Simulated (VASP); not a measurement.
Band structure of AlPO4 (space group I-4). Level of theory: LDA (Ceperley-Alder, Perdew-Zunger), VASP's LDA PAW potentials (set 64) (plane waves; VASP).

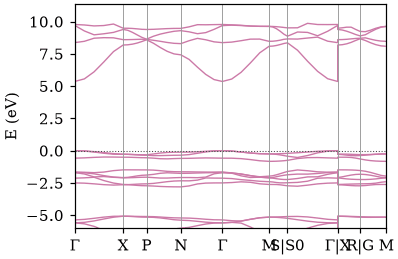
Bands along high-symmetry lines, zero at the valence-band maximum or, without a gap, the Fermi level

Problem. Read the plot: is there a gap, and where are the band edges?

Solution. The gap is direct, 5.36 eV, from the valence maximum at Γ to the conduction minimum at Γ.

The structure comes from a computed database's AlPO4 entry (I-4); how it stands against other phases isn't given here. The cell was not relaxed at this level.
